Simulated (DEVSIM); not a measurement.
Device: Ge n-p junction from an implanted or diffused profile, at 300 K.

| layer (left to right) | material | thickness (μm) | Na (cm⁻³) | τn (s) | τp (s) |
|---|---|---|---|---|---|
| 1 | Ge | 6.30 | 4.6e14 | 0.00037 | 0.00037 |

Added donor profile: 2.6e18 cm⁻³ × exp(−(x − 0 μm)²/(2·(0.086 μm)²)). Left contact: ohmic. Right contact: ohmic. Voltage is applied to the left contact. Recombination: SRH at mid-gap, radiative, Auger. Mobility is constant in doping.

The device is made up for the run: typed textbook-type constants, with dimensions and the other settings drawn at random. Values at 300 K.

| parameter | Ge |
|---|---|
| gap (eV) | 0.664 |
| affinity (eV) | 4 |
| permittivity | 16 |
| Nc (cm⁻³) | 1.04e19 |
| Nv (cm⁻³) | 6e18 |
| μn (cm²/Vs) | 3900 |
| μp (cm²/Vs) | 1900 |
| B (cm³/s) | 6.4e-14 |
| Cn (cm⁶/s) | 1e-31 |
| Cp (cm⁶/s) | 1e-31 |

Simulated with DEVSIM: 1D drift-diffusion, Boltzmann statistics, complete ionisation; no tunnelling, impact ionisation, image-force lowering or self-heating.

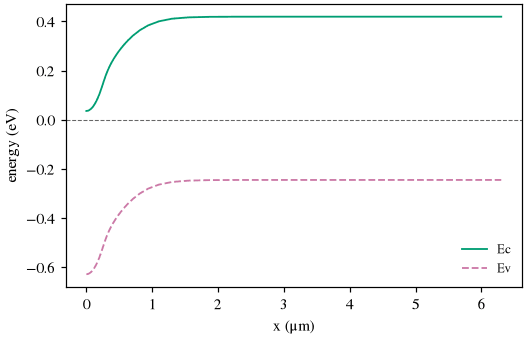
Figure: Band edges at zero bias

Energies count from the Fermi level of the right contact; mesh points crowd at the junctions.

| x (μm) | Ec (eV) | Ev (eV) | n (cm⁻³) | p (cm⁻³) | field (V/cm) |
|---|---|---|---|---|---|
| 0.000 | 0.036 | -0.628 | 2.6e18 | 1.7e8 | 110 |
| 0.01722 | 0.036 | -0.628 | 2.5e18 | 1.7e8 | 600 |
| 0.04021 | 0.039 | -0.625 | 2.3e18 | 1.9e8 | 1400 |
| 0.07089 | 0.045 | -0.619 | 1.8e18 | 2.4e8 | 2500 |
| 0.1283 | 0.065 | -0.599 | 8.5e17 | 5.1e8 | 4500 |
| 0.1772 | 0.091 | -0.573 | 3.1e17 | 1.4e9 | 6300 |
| 0.2288 | 0.128 | -0.536 | 7.3e16 | 6.0e9 | 8000 |
| 0.2958 | 0.181 | -0.483 | 9.4e15 | 4.7e10 | 7300 |
| 0.3474 | 0.214 | -0.450 | 2.6e15 | 1.7e11 | 5700 |
| 0.3978 | 0.240 | -0.424 | 9.6e14 | 4.5e11 | 4600 |
| 0.4807 | 0.274 | -0.390 | 2.6e14 | 1.7e12 | 3700 |
| 0.7105 | 0.343 | -0.321 | 1.8e13 | 2.4e13 | 2300 |
| 1.099 | 0.400 | -0.264 | 2.0e12 | 2.2e14 | 760 |
| 1.866 | 0.418 | -0.246 | 9.7e11 | 4.5e14 | 31 |
| 3.835 | 0.419 | -0.245 | 9.5e11 | 4.6e14 | ≈ 0 |
| 4.968 | 0.419 | -0.245 | 9.5e11 | 4.6e14 | ≈ 0 |
| 5.586 | 0.419 | -0.245 | 9.5e11 | 4.6e14 | ≈ 0 |
| 5.922 | 0.419 | -0.245 | 9.5e11 | 4.6e14 | ≈ 0 |
| 6.145 | 0.419 | -0.245 | 9.5e11 | 4.6e14 | ≈ 0 |
| 6.227 | 0.419 | -0.245 | 9.5e11 | 4.6e14 | ≈ 0 |
| 6.271 | 0.419 | -0.245 | 9.5e11 | 4.6e14 | ≈ 0 |
| 6.300 | 0.419 | -0.245 | 9.5e11 | 4.6e14 | ≈ 0 |
